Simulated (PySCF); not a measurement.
# C4H5F2+: a tour of settings, part 2 of 2

PySCF 2.14.0. Atoms count from 0. Earlier steps stand in the parts before.

### Step 4. Shielding tensors: OPBE/pcSseg-1

Job settings and geometry (Å):

```
{"job": {"kind": "nmr", "xc": "OPBE", "basis": "pcSseg-1", "pop": false, "scf": {"damp": 0.3}}, "charge": 1, "multiplicity": 1}
C     -1.665027     0.196022    -0.453431
C     -0.234945     0.280281    -0.404110
C      0.548119    -0.353406     0.550214
C      1.917549    -0.258143     0.556084
F      2.662322    -0.832555     1.426384
F      2.603202     0.409679    -0.305798
H     -2.095162     1.207981    -0.445384
H     -2.105845    -0.415279     0.329708
H     -1.981061    -0.156988    -1.445869
H      0.261495     0.878513    -1.164547
H      0.094779    -0.953434     1.330785
```

Level: GIAO OPBE/pcSseg-1 NMR shielding, non-relativistic, gas phase.

Log:

```text
damping 0.30 in the first 6 cycles
final grid: 94904 points
cycle   1  E = -354.4899308870  dE =  1.099e+00  |g| = 7.227e-01  |ddm| = 2.972e+00
cycle   2  E = -354.4504230333  dE =  3.951e-02  |g| = 8.099e-01  |ddm| = 9.779e-01
cycle   3  E = -354.3689821364  dE =  8.144e-02  |g| = 9.282e-01  |ddm| = 1.210e+00
cycle   4  E = -354.2072828779  dE =  1.617e-01  |g| = 1.222e+00  |ddm| = 1.620e+00
cycle   5  E = -353.9559088759  dE =  2.514e-01  |g| = 1.499e+00  |ddm| = 2.030e+00
cycle   6  E = -344.7974555260  dE =  9.158e+00  |g| = 5.109e+00  |ddm| = 8.356e+00
cycle   7  E = -231.3276631810  dE =  1.135e+02  |g| = 1.339e+01  |ddm| = 4.587e+01
cycle   8  E = -346.7917610314  dE = -1.155e+02  |g| = 5.286e+00  |ddm| = 4.445e+01
cycle   9  E = -350.3821576549  dE = -3.590e+00  |g| = 3.625e+00  |ddm| = 1.110e+01
cycle  10  E = -353.6673515246  dE = -3.285e+00  |g| = 2.070e+00  |ddm| = 4.409e+00
cycle  11  E = -354.4636469928  dE = -7.963e-01  |g| = 6.685e-01  |ddm| = 1.557e+00
cycle  12  E = -354.5384826901  dE = -7.484e-02  |g| = 4.697e-01  |ddm| = 1.038e+00
cycle  13  E = -354.5956466530  dE = -5.716e-02  |g| = 1.114e-01  |ddm| = 4.391e-01
cycle  14  E = -354.5984770487  dE = -2.830e-03  |g| = 7.761e-02  |ddm| = 1.513e-01
cycle  15  E = -354.5994094791  dE = -9.324e-04  |g| = 2.861e-02  |ddm| = 6.096e-02
cycle  16  E = -354.5995918228  dE = -1.823e-04  |g| = 3.235e-03  |ddm| = 2.337e-02
cycle  17  E = -354.5995926736  dE = -8.507e-07  |g| = 2.314e-03  |ddm| = 4.179e-03
cycle  18  E = -354.5995942446  dE = -1.571e-06  |g| = 2.482e-04  |ddm| = 1.913e-03
cycle  19  E = -354.5995942597  dE = -1.515e-08  |g| = 1.073e-04  |ddm| = 3.329e-04
cycle  20  E = -354.5995942625  dE = -2.824e-09  |g| = 2.164e-05  |ddm| = 9.113e-05
cycle  21  E = -354.5995942626  dE = -1.030e-10  |g| = 9.820e-06  |ddm| = 2.314e-05
converged SCF energy = -354.5995942626

GIAO shielding tensors (ppm)
atom      isotropic    diamagn.    paramagn.     s11        s22        s33       span
  0 C      146.497     250.176    -103.680    110.487    160.546    168.457     57.970
  1 C      -33.659     256.563    -290.222   -169.055    -99.372    167.450    336.505
  2 C       77.218     258.012    -180.794      4.349     79.417    147.888    143.539
  3 C       10.236     251.467    -241.231    -44.490     24.850     50.349     94.839
  4 F      121.782     467.043    -345.261    -21.892    129.288    257.951    279.843
  5 F      127.200     470.763    -343.563    -55.512    154.355    282.758    338.270
  6 H       27.359      26.065       1.295     24.271     24.993     32.815      8.544
  7 H       27.935      28.723      -0.788     24.415     27.629     31.760      7.346
  8 H       27.359      26.076       1.283     24.266     24.996     32.814      8.548
  9 H       21.459      31.325      -9.866     15.278     21.825     27.275     11.998
 10 H       24.385      30.801      -6.417     22.137     23.372     27.645      5.509
```

Run time: 53 s. Hardware: 1 thread, shared host.

This run: δ C1 221.2, C3 177.3, C2 110.3, C0 41.0, H9 10.21, H10 7.29 ppm.

### Step 5. NMR shieldings: HF/pcSseg-1

Settings changed since step 4:

```diff
@@ -1,2 +1,2 @@
-{"job": {"kind": "nmr", "xc": "OPBE", "basis": "pcSseg-1", "pop": false, "scf": {"damp": 0.3}}, "charge": 1, "multiplicity": 1}
+{"job": {"kind": "nmr", "xc": "HF", "basis": "pcSseg-1", "pop": false, "scf": {"conv": 1e-06}}, "charge": 1, "multiplicity": 1}
 C     -1.665027     0.196022    -0.453431
```

Method: GIAO HF/pcSseg-1 NMR shielding, non-relativistic, gas phase.

Log:

```text
final grid: 94904 points
cycle   1  E = -352.7068146052  dE =  1.785e+00  |g| = 8.874e-01  |ddm| = 2.822e+00
cycle   2  E = -352.8581853327  dE = -1.514e-01  |g| = 4.886e-01  |ddm| = 8.804e-01
cycle   3  E = -352.8997546533  dE = -4.157e-02  |g| = 9.580e-02  |ddm| = 2.877e-01
cycle   4  E = -352.9021609419  dE = -2.406e-03  |g| = 2.925e-02  |ddm| = 8.943e-02
cycle   5  E = -352.9025294444  dE = -3.685e-04  |g| = 6.874e-03  |ddm| = 4.014e-02
cycle   6  E = -352.9025769164  dE = -4.747e-05  |g| = 3.020e-03  |ddm| = 1.551e-02
cycle   7  E = -352.9025829251  dE = -6.009e-06  |g| = 9.537e-04  |ddm| = 6.350e-03
cycle   8  E = -352.9025838621  dE = -9.370e-07  |g| = 3.729e-04  |ddm| = 2.604e-03
converged SCF energy = -352.9025838621

GIAO shielding tensors (ppm)
atom      isotropic    diamagn.    paramagn.     s11        s22        s33       span
  0 C      162.396     246.857     -84.461    129.267    176.087    181.834     52.567
  1 C      -57.658     257.697    -315.354   -224.699   -125.931    177.657    402.355
  2 C       88.028     258.858    -170.830      4.625    101.239    158.220    153.595
  3 C        4.920     248.108    -243.188    -94.689     40.091     69.357    164.045
  4 F      199.009     467.668    -268.659     40.075    260.451    296.500    256.424
  5 F      202.066     470.804    -268.738     12.664    272.055    321.481    308.817
  6 H       28.104      26.436       1.668     24.504     25.430     34.377      9.873
  7 H       28.400      28.294       0.106     24.014     28.059     33.125      9.111
  8 H       28.100      26.445       1.655     24.502     25.426     34.372      9.870
  9 H       21.055      30.583      -9.528     13.683     21.446     28.034     14.351
 10 H       24.866      30.270      -5.404     21.599     24.878     28.120      6.521
```

It took 9.2 s on 1 thread, shared host.

This run: δ C1 251.0, C3 188.5, C2 105.4, C0 31.0, H9 11.10, H10 7.29 ppm.

### Step 6. TDDFT and polarisability: PBE0/def2-SVPD

Settings changed since step 5:

```diff
@@ -1,2 +1,2 @@
-{"job": {"kind": "nmr", "xc": "HF", "basis": "pcSseg-1", "pop": false, "scf": {"conv": 1e-06}}, "charge": 1, "multiplicity": 1}
+{"job": {"kind": "uv", "xc": "PBE0", "basis": "def2-SVPD", "nstates": 12, "ntriplets": 2, "tda": false, "scf": {"aux": "def2-universal-jkfit", "damp": 0.3}}, "charge": 1, "multiplicity": 1}
 C     -1.665027     0.196022    -0.453431
```

With the program's defaults for keys left out, this is: TDDFT PBE0/def2-SVPD, vertical, gas phase, core orbitals frozen in the response.

Log:

```text
damping 0.30 in the first 6 cycles
final grid: 94904 points
cycle   1  E = -354.0590741176  dE =  1.237e+00  |g| = 7.111e-01  |ddm| = 4.598e+00
cycle   2  E = -354.1061158758  dE = -4.704e-02  |g| = 5.438e-01  |ddm| = 1.547e+00
cycle   3  E = -354.1227735478  dE = -1.666e-02  |g| = 4.512e-01  |ddm| = 1.309e+00
cycle   4  E = -354.1317740003  dE = -9.000e-03  |g| = 4.029e-01  |ddm| = 1.141e+00
cycle   5  E = -354.1359896772  dE = -4.216e-03  |g| = 3.665e-01  |ddm| = 1.064e+00
cycle   6  E = -354.0683929990  dE =  6.760e-02  |g| = 6.379e-01  |ddm| = 1.469e+00
cycle   7  E = -353.8351648787  dE =  2.332e-01  |g| = 1.129e+00  |ddm| = 2.497e+00
cycle   8  E = -354.1653005062  dE = -3.301e-01  |g| = 1.317e-01  |ddm| = 1.627e+00
cycle   9  E = -354.1691959931  dE = -3.895e-03  |g| = 2.995e-02  |ddm| = 2.203e-01
cycle  10  E = -354.1693995773  dE = -2.036e-04  |g| = 6.322e-03  |ddm| = 5.403e-02
cycle  11  E = -354.1694055660  dE = -5.989e-06  |g| = 2.709e-03  |ddm| = 8.843e-03
cycle  12  E = -354.1694067480  dE = -1.182e-06  |g| = 5.354e-04  |ddm| = 2.970e-03
cycle  13  E = -354.1694068060  dE = -5.804e-08  |g| = 1.554e-04  |ddm| = 9.416e-04
cycle  14  E = -354.1694068123  dE = -6.236e-09  |g| = 3.913e-05  |ddm| = 3.671e-04
cycle  15  E = -354.1694068126  dE = -3.453e-10  |g| = 9.217e-06  |ddm| = 6.477e-05
converged SCF energy = -354.1694068126

Static polarisability (au): isotropic 51.969, principal 31.141 41.603 83.165

Singlet excitations
state   eV       nm        f      main configurations
  1   5.3861    230.2   0.55513   H->L 0.98
  2   5.5904    221.8   0.00194   H-1->L 0.96
  3   6.5606    189.0   0.00162   H-2->L 0.96
  4   7.3554    168.6   0.00036   H-4->L 0.99
  5   7.6291    162.5   0.01563   H-3->L 0.98
  6   8.0984    153.1   0.00031   H-5->L 0.97
  7   8.3381    148.7   0.00133   H-6->L 0.96
  8   9.1854    135.0   0.01995   H-7->L 0.74, H->L+1 0.23
  9   9.2414    134.2   0.09571   H->L+1 0.73, H-7->L 0.23
 10   9.4403    131.3   0.02032   H->L+2 0.98
 11  10.0130    123.8   0.00008   H-1->L+1 0.84, H->L+3 0.08
 12  10.1327    122.4   0.00018   H->L+3 0.72, H-1->L+1 0.10, H->L+4 0.09

Triplet excitations (Tamm-Dancoff, eV): 3.0321 5.2597
```

It took 52 s on 1 thread, shared host.

This run: HOMO -14.72 eV, LUMO -9.16 eV; lowest singlet 5.39 eV.

### Step 7. Run by run: NMR shifts

Shifts (ppm) of some atoms, chosen among heavy atoms and hydrogens apart, means over like atoms, with basis size and wall time:

```
          run     C1     C3    C0     H9    H6    F4    F5  functions   time
PBE0/pcSseg-1  240.0  189.1  39.8  10.49  4.07  33.4  28.4        127   39 s
OPBE/pcSseg-1  221.2  177.3  41.0  10.21  4.12  27.3  21.9        127   53 s
  HF/pcSseg-1  251.0  188.5  31.0  11.10  3.95  42.4  39.4        127  9.2 s
```

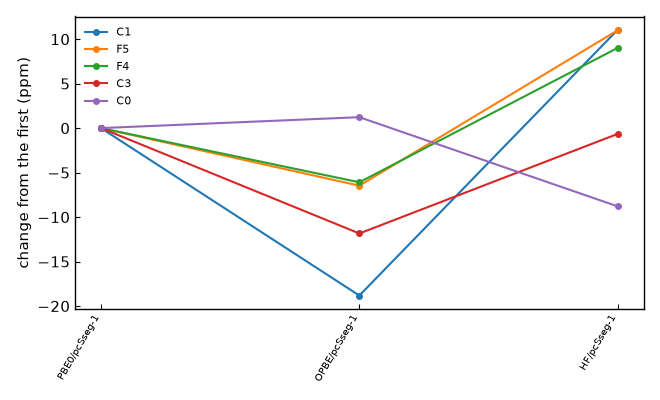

How five of the tabulated atoms move from run to run.

### Step 8. Results

This closing draws on all 2 parts.

```
                                                              quantity                          value
                                ¹³C shifts against TMS (PBE0/pcSseg-1)  240.0, 189.1, 114.2, 39.8 ppm
¹H shifts against TMS (PBE0/pcSseg-1, means over atoms taken as alike)          10.49, 7.31, 4.07 ppm
                              ¹⁹F shifts against CFCl3 (PBE0/pcSseg-1)                 33.4, 28.4 ppm
                                       lowest singlet (PBE0/def2-SVPD)    5.39 eV (230 nm), f = 0.555
                                                        lowest triplet                        3.03 eV
                                              range of the shift of C1             221.2 to 251.0 ppm
```

Single values in the summary come from the first run of each kind that ended normally (PBE0/pcSseg-1; PBE0/def2-SVPD), which need not be the best level. C1 (carbocation centre) lies farthest downfield among carbon, at 240.0 ppm; the empty p orbital gives low-energy magnetic excitations and strong deshielding. At PBE0/pcSseg-1: The widest tensor belongs to C1: span 371 ppm, with a paramagnetic part of -311 ppm. By nearest atom (PBE0/pcSseg-1), the HOMO sits on C2 40 %; C1, C3 about 12 % each and the LUMO on C1, C3 about 33 % each; F4, F5 about 7 % each. The first singlet state (HOMO→LUMO 0.98) lies at 5.39 eV and is bright. The lowest triplet lies 2.35 eV below the lowest singlet (triplets in Tamm-Dancoff, singlets in full TDDFT). In ppm, C1 moves most: its shift spreads over 29.9 ppm, from 221.2 (OPBE/pcSseg-1) to 251.0 (HF/pcSseg-1).
